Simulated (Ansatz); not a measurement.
## From PBE to G0W0: KMgF3 (Pm-3m)

Aim: the quasiparticle gap of KMgF3 (Pm-3m), starting from PBE.

Method: PBE, then G0W0 on it, plane waves, PAW, in Ansatz 0.2.0.

## Step 1: Starting point

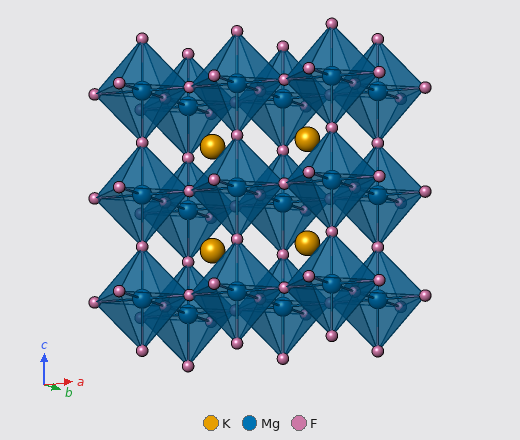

The cell as given, from a free direction (potassium orange, magnesium blue, fluorine pink). 2×1×2 cells are drawn. Some periodic images of atoms are drawn too.

The cell and positions come from the Crystallography Open Database and are kept as given unless a step says otherwise. The default PAW set here is soft_2. Its files were made with PBE.

## Step 2: The PBE band structure

Levels along a band path and on the mesh show where this functional puts the band edges.

This step: DFT, PBE, plane waves, PAW.

input.yaml reads:

```yaml
crystal:
  lattice:
    - [3.9859, 0.0, 0.0]
    - [0.0, 3.9859, 0.0]
    - [0.0, 0.0, 3.9859]
  atoms:
    - { symbol: K, position: [0.5, 0.5, 0.5] }
    - { symbol: Mg, position: [0.0, 0.0, 0.0] }
    - { symbol: F, position: [0.5, 0.0, 0.0] }
    - { symbol: F, position: [0.0, 0.5, 0.0] }
    - { symbol: F, position: [0.0, 0.0, 0.5] }
kpoints:
  mp_grid: { grid: [6, 6, 6] }
  band_path:
    path:
      - [[0.0, 0.0, 0.0], [0.0, 0.5, 0.0], [0.5, 0.5, 0.0], [0.0, 0.0, 0.0], [0.5, 0.5, 0.5], [0.0, 0.5, 0.0]]
      - [[0.5, 0.5, 0.5], [0.5, 0.5, 0.0]]
    npoints: 10
hamiltonian:
  xc: pbe
scf:
  occupations: { method: fermi_dirac, width: 0.02 }
  n_extra_bands: 5
output:
  forces: true
  stress: true
  eigenvalues: true
  write_density: true
  write_potential: true
  elf: true
  volumetric_format: npy
```

Run with:

```console
> ansatz run input.yaml --threads 3 --pin off --max-ram 64512MiB --backend cuda --events-out ev --progress --plain --runs-dir out --devices 1 --max-vram 24GiB  # rebuilt from the run's record
```

Numbers of over 12 decimals in the logs are rounded to 6 here.

What it wrote:

```text
scf.n_extra_bands = 5 over 20 filled bands (N_el = 40.0): the run solves 25 bands
GPUs: using 1 of 1 available (devices: 1).
Engine: ansatz 0.2.0, x86_64-unknown-linux-gnu
Pseudopotentials: kind: paw
Pseudopotential: K, paw, valence charge 9, recommended cutoff 420 eV (normal), K.paw.azcp
Pseudopotential: Mg, paw, valence charge 10, recommended cutoff 420 eV (normal), Mg.paw.azcp
Pseudopotential: F, paw, valence charge 7, recommended cutoff 420 eV (normal), F.paw.azcp
Functional definition: PBE
  parameter kappa = 0.804
  parameter beta = 0.066725
  exchange = pbe_x(kappa = kappa, mu = beta*pi^2/3)
  correlation = pbe_c(beta = beta)
device memory: the entry about to start is reckoned to put 0.9 GiB on a device that reports 69.3 GiB free (of which the cap on the GPU budget leaves the run 24.0 GiB)
GPU FFT provider: cuFFT
GPU libraries: cuBLAS 13.8.2, cuFFT 12.4.0, cuSOLVER 12.3.4
Crystal: 5 atoms, lattice volume = 63.326 Å³
Basis set: ecut = 420 eV, 1237 PW (Γ), exchange–correlation on 54×54×54 points (8 copies of the dense FFT grid, shifted against one another)
Bands: 25, of which v1, the nominal top of the filled ones, is band 20 counted from 1 (19 counted from 0)
Symmetry: 48 space group operations
Space group: Pm-3m (ITA 221), of the structure as read, at distance tolerance 4.0e-5 Å
k-points: 20 of 216
Non-local potential: K, projectors of the file, l = 0: 3, l = 1: 2, l = 2: 2
Non-local potential: Mg, projectors of the file, l = 0: 3, l = 1: 2, l = 2: 1
Non-local potential: F, projectors of the file, l = 0: 2, l = 1: 2, l = 2: 1
PAW form: soft (Blöchl's): semilocal exchange-correlation on the pseudo side does not see the compensation charge
PAW one-centre angular grid: K, 110 points (default); XC on 64 Gauss nodes
PAW one-centre angular grid: Mg, 110 points (default); XC on 64 Gauss nodes
PAW one-centre angular grid: F, 110 points (default); XC on 64 Gauss nodes
Initial density: superposition of atomic densities (neutral atoms: chi_scale 0, normalization atom), corrected by the library's trained network
Initial wavefunctions: pseudopotential atomic-orbital guess
GPU buffer pool allocated for 19683 grid points (all kernels)
GPU transforms: local potential and band sums: pruned to the plane-wave sphere, on 27×27×27
Functional: x = pbe(κ = 0.804, μ = 0.219515), c = pbe(β = 0.066725)
SCF iter   1: F=—  HF=-5894.699899 eV  |F-HF|=—  |Δ(HF+E_count)|=         —  Δρ=4.79e-4  dr2=3.67e-5  ethr=1.77e-3  ⟨swp⟩=6.2  Hψ=2425  notcnv=0
preconditioner: auto → Resta (q_TF=auto, 2.527 Å⁻¹)  ε∞=2.9  [insulator: Δε(μ)=7.328 eV  Ē_g=19.231 eV  σ=0.020 eV  W_gap=1.00  n_scr=18 (ndim 8)  ℏωp=26.4 eV  f_vac=0.032  D(μ)=0.00/eV (n_scr^D=0)  ε∞_Penn≈2.9]
SCF iter   2: F=—  HF=-5894.699527 eV  |F-HF|=—  |Δ(HF+E_count)|=   3.72e-4  Δρ=3.25e-4  dr2=2.74e-5  ethr=9.17e-8  ⟨swp⟩=3.0  Hψ=1413  notcnv=0  defer=15
SCF iter   3: F=—  HF=-5894.699643 eV  |F-HF|=—  |Δ(HF+E_count)|=   1.16e-4  Δρ=1.44e-4  dr2=5.95e-6  ethr=6.84e-8  ⟨swp⟩=2.0  Hψ=780  notcnv=0  defer=16
SCF iter   4: F=—  HF=-5894.699660 eV  |F-HF|=—  |Δ(HF+E_count)|=   1.69e-5  Δρ=5.67e-5  dr2=1.31e-6  ethr=1.49e-8  ⟨swp⟩=2.2  Hψ=760  notcnv=0  defer=16
SCF iter   5: F=—  HF=-5894.699661 eV  |F-HF|=—  |Δ(HF+E_count)|=   1.07e-6  Δρ=2.45e-5  dr2=2.64e-7  ethr=3.29e-9  ⟨swp⟩=2.5  Hψ=885  notcnv=0  defer=16
SCF iter   6: F=-5894.699661 eV  HF=-5894.699661 eV  |F-HF|=3.01e-9  |Δ(HF+E_count)|=   7.87e-9  Δρ=3.80e-6  dr2=6.71e-9  ethr=2.50e-10  ⟨swp⟩=12.0  Hψ=3671  notcnv=0
SCF 1 converged in 6 iterations: F = -5894.699661 eV  dr2 = 6.71e-9
  greatest PAW one-centre occupation: 1.000 electrons in one spin orbital (limit 2), on the Mg atom at site 1 (counted from 0), in its partial waves of l = 0
device memory: the entry about to start is reckoned to put 1.4 GiB on a device that reports 66.9 GiB free (of which the cap on the GPU budget leaves the run 24.0 GiB)
NSCF: frozen V_eff on 62 k-points, pencils in batches of 32, up to order 112
SCF converged after 6 iterations
Free energy (F): -5894.699661 eV
Harris-Foulkes:  -5894.699661 eV  (|F-HF|=3.01e-9)
Internal energy: -5894.699661 eV  (E = F + TS)
E sigma→0 (E₀):  -5894.699661 eV
Fermi energy:    6.542794 eV
--- Per-component energies (eV) ---
  E_band       = -499.946103
  E_kinetic    = 956.883895
  E_local      = -3733.150810  (includes V_loc(G=0)·N_el)
  E_nonlocal   = 327.932575
  E_hartree    = 1358.730558
  E_xc         = -407.271715
  E_vxc        = -513.984932  (∫ρ·V_xc dr)
  E_paw        = -1676.192795  (= ΣΔE_a)
  E_vpaw       = -255.091390  (= ΣTr[D̂ρ^β])
  E_aug_tail   = 0.006186  (compensation charges beyond the density's cutoff)
  E_ewald      = -2721.637555
  E_smearing   = -0.000000  (= −TS)
  E_closure    = -0.000000  (closes the sum)
  Σ components = -5894.699661   (vs F -5894.699661, Δ=0.00e0)
--- Forces (eV/Å), atoms counted from 1 ---
  atom   1  K     -0.00000000    -0.00000000     0.00000000
  atom   2  Mg    -0.00000000    -0.00000000     0.00000000
  atom   3  F     -0.00000000    -0.00000000     0.00000000
  atom   4  F     -0.00000000     0.00000000     0.00000000
  atom   5  F     -0.00000000    -0.00000000     0.00000000
  max |Σ_I F_I| component: 9.71e-27 eV/Å
--- Stress (GPa, compression-positive) ---
        3.783550       0.000000       0.000000
       -0.000000       3.783550       0.000000
        0.000000       0.000000       3.783550
  P = ⅓ Tr σ = 3.7836 GPa (37.836 kbar)
--- Band table (eV; the first three rows and the last of 20) ---
  k-point 0: bands = [... 16 lower, 2.2270, 2.5304, 2.5304, 2.5304, 10.1856, 12.9408, 12.9408, 15.0659, ... 1 higher]
  k-point 1: bands = [... 16 lower, 2.1708, 2.2739, 2.4776, 2.4776, 10.6666, 13.1827, 13.2273, 15.1884, ... 1 higher]
  k-point 2: bands = [... 16 lower, 2.0535, 2.0535, 2.3744, 2.3744, 11.8416, 13.6901, 13.6942, 15.4707, ... 1 higher]
  k-point 19: bands = [... 16 lower, 1.7428, 2.8511, 2.8511, 2.8511, 13.3132, 13.3132, 13.3132, 16.8149, ... 1 higher]
```

Run time: 3.2 s. Hardware: 1 × NVIDIA H100 80GB HBM3 (shared by 3 runs) with 3 threads of AMD EPYC 7R13 (Zen 3), shared host; peak memory 0.96 GiB.

The column dr2 measures how far the density is from self-consistency, as an energy; F and HF (Harris–Foulkes) agree once it is small.

Numbers from this step:

* pressure: 3.784 GPa
* filled bands: 20
* gap: 7.334 eV
* valence top at: R
* conduction bottom at: Γ
* least direct gap: 7.655 eV

Over mesh and path the gap is 7.334 eV, from k = (0.500, 0.500, 0.500) to k = Γ. The least direct gap found is 7.655 eV, at k = Γ.

The electronic bands at the labelled points (eV, zero at the top of the highest nominally filled band):

| point | band 17 | band 18 | band 19 | band 20 | band 21 | band 22 | band 23 | band 24 |
| --- | --- | --- | --- | --- | --- | --- | --- | --- |
| Γ | -0.62 | -0.32 | -0.32 | -0.32 | 7.33 | 10.09 | 10.09 | 12.21 |
| X | -0.86 | -0.86 | -0.53 | -0.53 | 10.13 | 10.48 | 11.12 | 12.78 |
| M | -1.04 | -0.89 | -0.89 | -0.02 | 10.93 | 11.69 | 12.65 | 12.65 |
| Γ | -0.62 | -0.32 | -0.32 | -0.32 | 7.33 | 10.09 | 10.09 | 12.21 |
| R | -1.11 | 0.00 | 0.00 | 0.00 | 10.46 | 10.46 | 10.46 | 13.96 |
| X | -0.86 | -0.86 | -0.53 | -0.53 | 10.13 | 10.48 | 11.12 | 12.78 |
| jump to R | -1.11 | 0.00 | 0.00 | 0.00 | 10.46 | 10.46 | 10.46 | 13.96 |
| M | -1.04 | -0.89 | -0.89 | -0.02 | 10.93 | 11.69 | 12.65 | 12.65 |

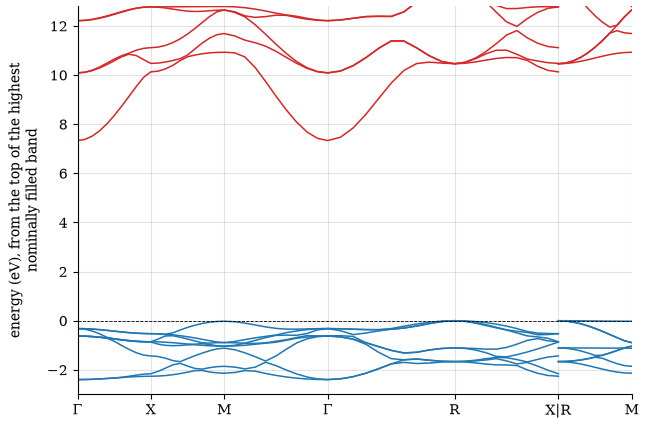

Electronic bands along the path; lines of filled and empty bands in two colours.

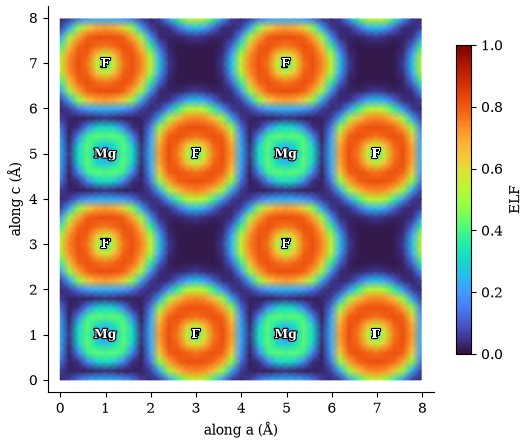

ELF in the ac plane at fractional y = 0.000, with atoms of Mg and F within 0.2 Å of it. It is the smooth field of the valence electrons, not physical close to the nuclei. The map starts off the cell's origin, so that atoms lie inside it.

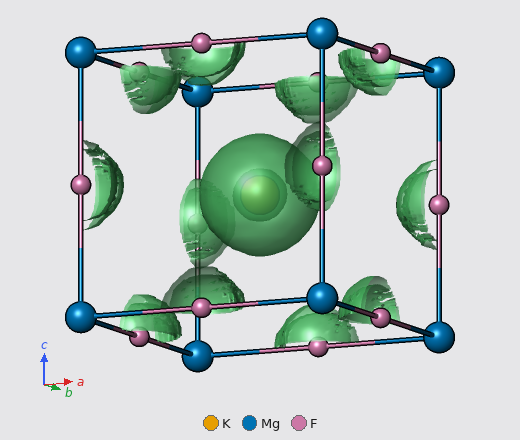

Surface of ELF = 0.81.

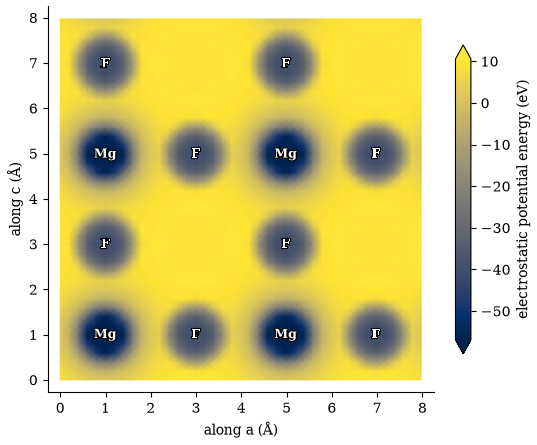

Electrostatic potential energy in the ac plane at fractional y = 0.000, with atoms of Mg and F within 0.2 Å of it. With pseudopotentials it is smooth inside the atoms' cores, unlike the true potential. The map starts off the cell's origin, so that atoms lie inside it.

[end of part 1 of 2]

[Paths, hosts, dates, memory and timing lines, banners, echoed tables and standing remarks are left out of the program output.]

[Logs are printed without paths, hosts, clocks, repeated set-up lines and the standing remarks that a program may print on its own settings, such as how far it seeks lower states.]

[Runs of the session that timed out or met a known fault of the program may be left out.]

[Cells called generated may have been cut or substituted from an entry of the Crystallography Open Database or the Materials Project.]

[Hosts, paths, dates, database ids (printed as entryN), source tags and the programs' standing remarks are cut or masked in the printed files.]

[Where an RPA ε∞ is given, it is that of the G0W0 mesh and is not shown converged in it. Names of k-points follow the symmetry that the program found, which can be lower than the space group named. Band edges on a path are those of the sampled points; other points can move an edge, and change direct to indirect where valleys lie close.]

[Hybrid gaps are those of their k-mesh and are not shown converged in it.]
